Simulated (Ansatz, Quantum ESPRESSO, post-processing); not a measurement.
# F-SiC-H chair, 1 layer: response to a perpendicular field, part 5 of 6

How does F-SiC-H chair, 1 layer respond to a gate-like field without added charge?

Quantum ESPRESSO 7.5; plane-wave DFT, PBE, GBRV ultrasoft pseudopotentials; geometry and cross-check by Ansatz 0.2.0 with PAW datasets.

So far. Step 11 (Ground state: field -0.2 V/Å): The dipole goes from -0.2038 to -0.2339 e Å, 0.1505 e Å per V/Å. Step 12 (Potential by pp.x): The slope in the vacuum is -0.200 eV/Å for an applied -0.20 V/Å, as it should be.

## 13. Band structure: field -0.2 V/Å

f3.bands.in reads:

```
&control
  prefix = 'f3.bands'
  outdir = './out'
  pseudo_dir = './pseudo'
  calculation = 'bands'
  tefield = .true.
  dipfield = .true.
/
&system
  ibrav = 0
  nat = 4
  ntyp = 4
  ecutwfc = 40
  ecutrho = 200
  occupations = 'smearing'
  smearing = 'fd'
  degauss = 0.004
  edir = 3
  emaxpos = 0.97
  eopreg = 0.04
  eamp = -0.00388938
  nbnd = 14
/
&electrons
  conv_thr = 1e-07
  mixing_beta = 0.4
  electron_maxstep = 120
  mixing_mode = 'local-TF'
/
ATOMIC_SPECIES
  H   1.0080  h_pbe_v1.4.uspp.F.UPF
  C   12.0110  c_pbe_v1.2.uspp.F.UPF
  Si  28.0850  si_pbe_v1.uspp.F.UPF
  F   18.9984  f_pbe_v1.4.uspp.F.UPF
CELL_PARAMETERS angstrom
  3.12944299525830 0.00000000000000 0.00000000000000
  -1.56472149762915 2.71017713358895 -0.00000000000000
  0.00000000000000 -0.00000000000000 20.37333333330000
ATOMIC_POSITIONS crystal
  H   0.666666666667 0.333333333333 0.418417354066
  C   0.666666666667 0.333333333333 0.472768145245
  Si  0.333333333333 0.666666666667 0.500224613243
  F   0.333333333333 0.666666666667 0.578648787947
K_POINTS crystal_b
4
  0.0000000000 0.0000000000 0.0000000000 14
  0.5000000000 0.0000000000 0.0000000000 14
  0.3333333333 0.3333333333 0.0000000000 14
  0.0000000000 0.0000000000 0.0000000000 1
```

Run with:

```bash
cp -r out/f3.save out/f3.bands.save
cp out/f3.xml out/f3.bands.xml
OMP_NUM_THREADS=1 mpirun -n 2 pw.x -nk 2 -in f3.bands.in > f3.bands.out
```

Numbers of over 12 decimals in the logs are rounded to 6 here.

Log:

```text
[banner, memory and clock lines left out]
Program PWSCF v.7.5 starts
[citation notice left out]

[...]
bravais-lattice index     =            0
     lattice parameter (alat)  =       5.9138  a.u.
     unit-cell volume          =    1166.0668 (a.u.)^3
     number of atoms/cell      =            4
     number of atomic types    =            4
     number of electrons       =        16.00
     number of Kohn-Sham states=           14
     kinetic-energy cutoff     =      40.0000  Ry
     charge density cutoff     =     200.0000  Ry
     Exchange-correlation=  SLA  PW   PBX  PBC
                           (   1   4   3   4   0   0   0)

[...]
PseudoPot. # 1 for H  read from file:
     ./pseudo/h_pbe_v1.4.uspp.F.UPF
     Pseudo is Ultrasoft, Zval =  1.0
     Generated by new atomic code, or converted to UPF format
     Using radial grid of  615 points,  2 beta functions with:
                l(1) =   0
                l(2) =   0
     Q(r) pseudized with  8 coefficients,  rinner =    0.700

     PseudoPot. # 2 for C  read from file:
     ./pseudo/c_pbe_v1.2.uspp.F.UPF
     Pseudo is Ultrasoft + core correction, Zval =  4.0
     Generated by new atomic code, or converted to UPF format
     Using radial grid of  721 points,  4 beta functions with:
                l(1) =   0
                l(2) =   0
                l(3) =   1
                l(4) =   1
     Q(r) pseudized with  8 coefficients,  rinner =    1.100   1.100   1.100

     PseudoPot. # 3 for Si read from file:
     ./pseudo/si_pbe_v1.uspp.F.UPF
     Pseudo is Ultrasoft + core correction, Zval =  4.0
     Generated by new atomic code, or converted to UPF format
     Using radial grid of  899 points,  6 beta functions with:
                l(1) =   0
                l(2) =   0
                l(3) =   1
                l(4) =   1
                l(5) =   2
                l(6) =   2
     Q(r) pseudized with  8 coefficients,  rinner =    0.900   0.900   0.900
                                                       0.900   0.900

     PseudoPot. # 4 for F  read from file:
     ./pseudo/f_pbe_v1.4.uspp.F.UPF
     Pseudo is Ultrasoft, Zval =  7.0
     Generated by new atomic code, or converted to UPF format
     Using radial grid of  799 points,  4 beta functions with:
                l(1) =   0
                l(2) =   0
                l(3) =   1
                l(4) =   1
     Q(r) pseudized with  8 coefficients,  rinner =    0.950   0.950   0.950

     atomic species   valence    mass     pseudopotential
     H                 1.00     1.00800     H ( 1.00)
     C                 4.00    12.01100     C ( 1.00)
     Si                4.00    28.08500     Si( 1.00)
     F                 7.00    18.99840     F ( 1.00)

     No symmetry found

[...]
number of k points=    43  Fermi-Dirac smearing, width (Ry)=  0.0040
[...]
Dense  grid:    55571 G-vectors     FFT dimensions: (  27,  27, 180)

     Smooth grid:    39785 G-vectors     FFT dimensions: (  24,  24, 160)

     The potential is recalculated from file :
     ./out/f3.bands.save/charge-density

     negative rho (up, down):  5.998E-04 0.000E+00

     Adding external electric field

     Computed dipole along edir(3) :
        Dipole               -0.4420 Ry au,         -1.1235 Debye
        Dipole field         -0.0048 Ry au,

        E field amplitude [Ha a.u.]: -3.8894E-03
        Potential amp.        0.0646 Ry
        Total length         36.9600 bohr

     Starting wfcs are   13 randomized atomic wfcs +    1 random wfcs

     Band Structure Calculation
     Davidson diagonalization with overlap

     ethr =  6.25E-10,  avg # of iterations = 51.4

     End of band structure calculation

          k = 0.0000 0.0000 0.0000 (  4907 PWs)   bands (ev):

   -27.2123 -17.2369 -10.7223  -8.0218  -7.1579  -7.1579  -4.0234  -4.0234
    -0.1858   1.3001   1.5618   2.5684   3.3776   3.6550

          k = 0.0357 0.0206 0.0000 (  4913 PWs)   bands (ev):

   -27.2100 -17.2188 -10.7142  -8.0301  -7.1656  -7.1631  -4.1274  -4.0471
    -0.1608   1.3564   1.6014   2.6008   3.4030   3.6769

[...]
```

Wall time 18 s (2 MPI ranks of Arm Neoverse V2, shared host); peak memory 0.17 GiB; 36 s of CPU time.

This step gave:

| Property | Result |
| --- | --- |
| valence top, on the run's zero | -4.023 eV |
| conduction bottom, on the run's zero | -0.1858 eV |
| gap by band count | 3.838 eV |

Band numbers count within the set of bands kept for display. Electronic bands along the path, in eV, zero at the highest filled level of the SCF mesh; v1 is the highest filled band, c1 the lowest empty one:

```
point     v4     v3     v2     v1    c1    c2    c3    c4
    Γ  -3.13  -3.13   0.00   0.00  3.84  5.32  5.59  6.59
    M  -4.35  -3.57  -2.88  -1.33  4.41  6.34  7.83  9.40
    K  -4.80  -4.21  -3.07  -2.62  6.80  7.15  8.63  9.66
    Γ  -3.13  -3.13   0.00   0.00  3.84  5.32  5.59  6.59
```

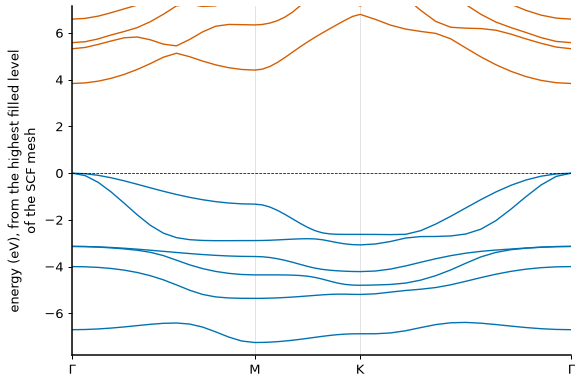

Electronic bands along the path; lines of filled and empty bands in two colours.

Upper empty bands that drop with the field can be states of the vacuum, held by the sawtooth; they depend on the cell's width.

Along this path the valence top lies at Γ and the conduction bottom at Γ.

## 14. Valence density

The density shows how far the electrons spill into the vacuum.

f0.rho.in reads:

```
&inputpp
  prefix = 'f0'
  outdir = './out'
  filplot = 'f0.rho.dat'
  plot_num = 0
/
```

Run with:

```bash
OMP_NUM_THREADS=1 mpirun -n 2 pp.x -in f0.rho.in > f0.rho.out
```

Log:

```text
[banner, memory and clock lines left out]
Program POST-PROC v.7.5 starts

          URL

     ./out/f0.save/

     IMPORTANT: XC functional enforced from input :
     Exchange-correlation= PBE
                           (   1   4   3   4   0   0   0)
     Any further DFT definition will be discarded
     Please, verify this is what you really want

     negative rho (up, down):  5.969E-04 0.000E+00

     Adding external electric field

     Computed dipole along edir(3) :
        Dipole               -0.3851 Ry au,         -0.9789 Debye
        Dipole field         -0.0042 Ry au,

        Potential amp.        0.3068 Ry
        Total length         36.9600 bohr

     Calling punch_plot, plot_num =   0
     Writing data to file  f0.rho.dat
     Message from routine chdens:
     namelist plot not found or invalid, exiting
```

Elapsed: 1 s, on 2 MPI ranks; peak memory 0.12 GiB.

This step gave:

| Quantity | Value |
| --- | --- |
| electrons by integration | 16.00 e |

Mean over planes. The valence density, planar mean by z:

```
z (Å)  valence density, planar mean (e/Å³)
    6                               6.1e-5
    8                               0.0421
   10                                0.563
   12                                0.840
   14                               1.8e-4
   16                                    0
```

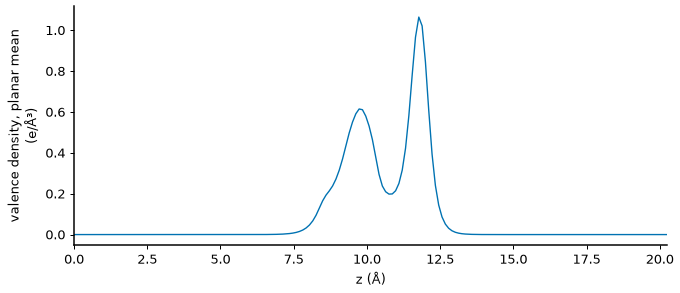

Valence density, planar mean, plotted against z.

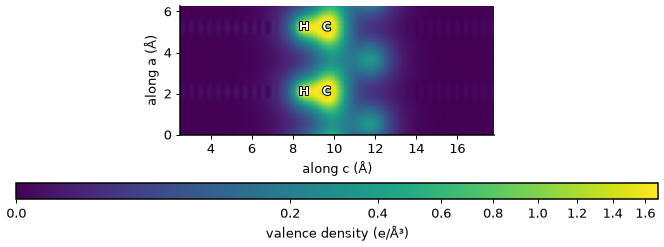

Valence density in the ca plane at fractional y = 0.333, with atoms of H and C within 0.2 Å of it. It is the smooth field of the valence electrons, not physical close to the nuclei. The colour scale is stretched toward low values. The far vacuum is left out of the map.

The density integrates to 16.000 electrons, as the 16 of the input ask.

## 15. Valence density

f2.rho.in reads:

```
&inputpp
  prefix = 'f2'
  outdir = './out'
  filplot = 'f2.rho.dat'
  plot_num = 0
/
```

Run with:

```bash
OMP_NUM_THREADS=1 mpirun -n 2 pp.x -in f2.rho.in > f2.rho.out
```

Elapsed: 1 s, on 2 MPI ranks; peak memory 0.12 GiB; 1.9 s of CPU time.

## 16. Charge moved by a field of 0.2 V/Å

This step gave:

```
largest charge moved across a plane : 0.001072 e/Å²
dipole step                         : -0.6466 eV
```

The planar mean oscillates, so the rows of the table below give means over windows of 2 Å about each position, cut where the curve ends. Its maxima inside the range that stand out by 2 % of the span (Å: e/Å³): 8.4: 7.4e-4, 9.6: 4.6e-4, 11.1: 2.8e-4, 11.9: -2.5e-4. Its minima: 9.2: 5.0e-5, 10.3: -7.4e-4, 11.7: -4.0e-4, 12.3: -7.0e-4.

Table of planar mean by z; means over each step:

```
z (Å)  planar mean (e/Å³)
    2              1.8e-9
    4              1.8e-7
    6              2.1e-5
    8              4.2e-4
   10             -1.1e-4
   12             -3.0e-4
   14             -3.7e-5
   16             -5.9e-8
```

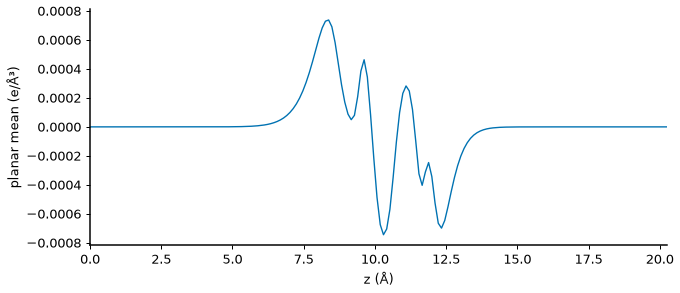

Planar mean, plotted against z.

The running integral, electrons below z by z:

```csv
z (Å),"running integral, electrons below z (e/Å²)"
4,3.9e-8
6,4.7e-6
8,3.7e-4
10,0.00103
12,5.5e-4
14,2.8e-6
16,3.3e-9
```

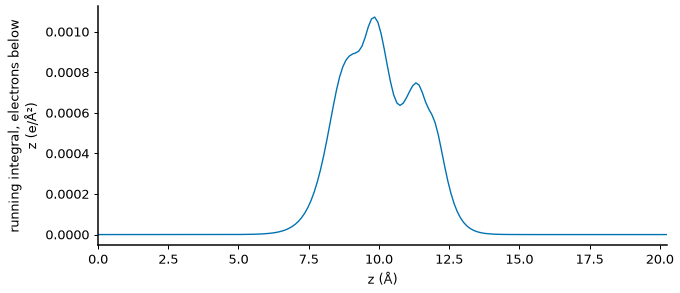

Running integral, electrons below z, plotted against z.

## 17. Polarisability from the dipole between 0 and 0.1 V/A

This step gave:

```
change of slope in the vacuum : 0.10000 eV/Å
polarisability a cell         : 2.173 Å³
sheet polarisability 4πα/A    : 3.220 Å
```

Change of the potential energy, second field less first against z:

```csv
z (Å),"change of the potential energy, second field less first (eV)"
0,-0.411
2,-0.640
4,-0.440
6,-0.240
8,-0.0546
10,-4.2e-4
12,0.0672
14,0.238
16,0.438
18,0.638
20,0.338
```

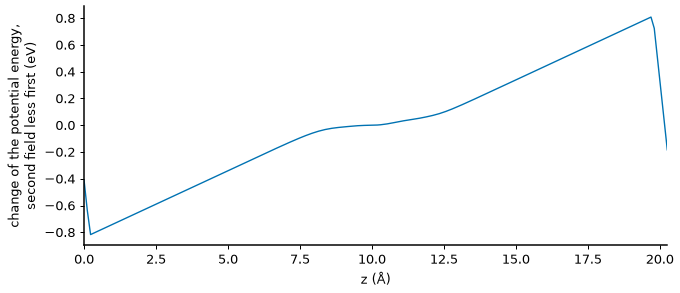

Change of the potential energy, second field less first, plotted against z.

## 18. Dipole against field

The dipole along the normal, dipole moment by applied field:

```
applied field (V/Å)  dipole along the normal, dipole moment (e·Å)
             -0.200                                        -0.234
              0.000                                        -0.204
              0.100                                        -0.189
              0.200                                        -0.173
```

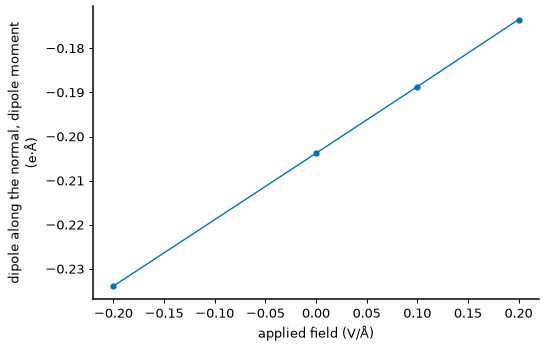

Dipole along the normal, dipole moment, plotted against applied field.

## 19. Cross-check with Ansatz: field 0.1 V/Å

A second code with its own PAW datasets, on the same atoms.

Level of this step: plane-wave DFT, PBE, Ansatz PAW (Ansatz 0.2.0).

input.yaml reads:

```yaml
crystal:
  lattice:
    - [3.1294429953, 0.0, 0.0]
    - [-1.5647214976, 2.7101771336, 0.0]
    - [0.0, 0.0, 20.3733333333]
  atoms:
    - { symbol: H, position: [0.6666666667, 0.3333333333, 0.4184173541] }
    - { symbol: C, position: [0.6666666667, 0.3333333333, 0.4727681452] }
    - { symbol: Si, position: [0.3333333333, 0.6666666667, 0.5002246132] }
    - { symbol: F, position: [0.3333333333, 0.6666666667, 0.5786487879] }
kpoints:
  mp_grid: { grid: [12, 12, 1] }
hamiltonian:
  xc: pbe
scf:
  occupations: { method: fermi_dirac, width: 0.054 }
  convergence: { dr2_threshold: 1.0e-09 }
efield:
  axis: 3
  dipole_correction: true
  ramp_position: 0.97
  ramp_width: 0.04
  amplitude: 0.1
output:
  write_potential: true
  write_density: true
  volumetric_format: npy
```

Run with:

```bash
ansatz run input.yaml --threads 2 --pin off --max-ram 4096MiB --backend cpu --events-out ev --progress --plain --runs-dir out
```

Log:

```text
[...]
Crystal: 4 atoms, lattice volume = 172.793 Å³
Basis set: ecut = 420 eV, 3345 PW (Γ)
Bands: 12, of which v1, the nominal top of the filled ones, is band 8 counted from 1 (7 counted from 0)
Symmetry: 6 space group operations
[...]
k-points: 19 of 144 (time reversal used)
[...]
SCF iter   1: F=—  HF=-1715.386305 eV  |F-HF|=—  |Δ(HF+E_count)|=         —  Δρ=6.63e-2  dr2=8.98e0  ethr=3.10e-3  p=0.020 e·Å  D=2.11e-2 V/Å  ΔV_dip=-0.43 eV  dr2_dipole=1.11e-1  V_vac-E_F(+/−)=8.20/6.85 eV  ⟨swp⟩=7.6  Hψ=1876  notcnv=0
[...]
SCF iter  10: F=-1712.542004 eV  HF=-1712.542004 eV  |F-HF|=4.09e-10  |Δ(HF+E_count)|=   6.10e-9  Δρ=5.91e-7  dr2=3.22e-10  ethr=6.25e-12  p=-0.185 e·Å  D=-1.94e-1 V/Å  ΔV_dip=3.94 eV  dr2_dipole=4.11e-12  V_vac-E_F(+/−)=7.67/1.94 eV  ⟨swp⟩=4.5  Hψ=1412  notcnv=0
SCF 1 converged in 10 iterations: F = -1712.542004 eV  dr2 = 3.22e-10
[...]
SCF converged after 10 iterations
Free energy (F): -1712.542004 eV
[...]
Internal energy: -1712.542004 eV  (E = F + TS)
E sigma→0 (E₀):  -1712.542004 eV
Fermi energy:    -2.285633 eV
Dipole field:    D = -0.193626 V/Å  (p = -0.184897 e·Å, saw-weighted, corrected)
Work function:   not extracted (applied field tilts the vacuum); planar V_es + V_field profile in the machine report
[...]
--- Band table (eV; the first three rows and the last of 19) ---
  k-point 0: bands = [... 4 lower, -6.9891, -6.9891, -3.9758, -3.9758, -0.6262, 0.5340, 1.3620, 2.1394]
  k-point 1: bands = [... 4 lower, -7.0379, -7.0174, -4.4957, -4.0986, -0.4899, 0.6738, 1.6613, 2.3146]
  k-point 2: bands = [... 4 lower, -7.1708, -7.0960, -5.5918, -4.3986, -0.0918, 1.0889, 1.8951, 2.7262]
  k-point 18: bands = [... 4 lower, -8.7288, -8.1357, -6.9695, -6.5472, 2.7683, 3.1616, 4.4417, 5.4944]
```

The job ended after 2.9 s (2 threads; peak memory 0.34 GiB).

Read from the output:

* free energy: -1712.5420 eV
* Fermi energy: -2.286 eV
* gap by band count: 3.350 eV
* dipole along the normal: -0.1849 e·Å

At 0.1 V/Å Ansatz's dipole is -0.1849 e Å against -0.1887 from pw.x.

## 20. The same in Ansatz: field -0.1 V/Å

input.yaml, as its differences from the input of step 19:

```diff
@@ -22,3 +22,3 @@
   ramp_width: 0.04
-  amplitude: 0.1
+  amplitude: -0.1
 output:
```

Log:

```text
[...]
Crystal: 4 atoms, lattice volume = 172.793 Å³
Basis set: ecut = 420 eV, 3345 PW (Γ)
Bands: 12, of which v1, the nominal top of the filled ones, is band 8 counted from 1 (7 counted from 0)
Symmetry: 6 space group operations
[...]
k-points: 19 of 144 (time reversal used)
[...]
--- Band table (eV; the first three rows and the last of 19) ---
  k-point 0: bands = [... 4 lower, -7.0896, -7.0896, -3.9739, -3.9739, -0.2713, 1.3113, 1.4973, 2.6169]
  k-point 1: bands = [... 4 lower, -7.1322, -7.1173, -4.4950, -4.0976, -0.1364, 1.5064, 1.7541, 2.7909]
  k-point 2: bands = [... 4 lower, -7.2448, -7.1941, -5.5994, -4.3998, 0.2557, 1.8271, 2.0783, 3.1658]
  k-point 18: bands = [... 4 lower, -8.7673, -8.1965, -7.0340, -6.5945, 2.8027, 3.1693, 4.5835, 5.6267]
[key lines of the parts left out:]
SCF converged after 10 iterations
Free energy (F): -1712.582012 eV
Fermi energy:    -2.107568 eV
Dipole field:    D = -0.225310 V/Å  (p = -0.215152 e·Å, saw-weighted, corrected)
```

Run time: 2.9 s. Hardware: 2 threads; peak memory 0.35 GiB; 5.7 s of CPU time.

This step gave:

- free energy: -1712.5820 eV
- Fermi energy: -2.108 eV
- gap by band count: 3.703 eV
- dipole along the normal: -0.2152 e·Å

## 21. Dipole against field, Ansatz

The dipole along the normal, dipole moment by applied field:

```
applied field (V/Å)  dipole along the normal, dipole moment (e·Å)
            -0.1000                                        -0.215
             0.0000                                        -0.200
             0.1000                                        -0.185
```

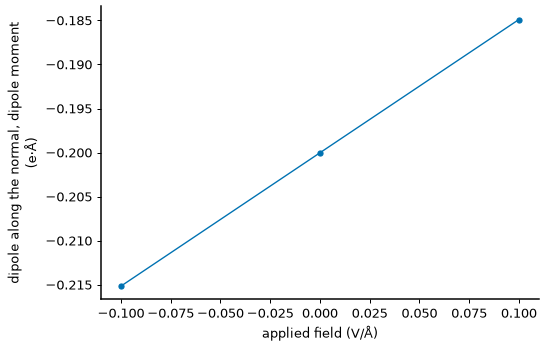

Dipole along the normal, dipole moment against applied field.

(Continued in part 6 of 6.)

[Logs are printed without paths, hosts, clocks, repeated set-up lines and the standing remarks that a program may print on its own settings, such as how far it seeks lower states.]

[Hosts, paths, dates, database ids (printed as entryN), source tags and the programs' standing remarks are cut or masked in the printed files.]

[Maps of the electrostatic potential energy from Ansatz leave out the sawtooth potential of an applied field or a dipole correction, so their vacuum need not be flat; planar profiles and work functions include it.]
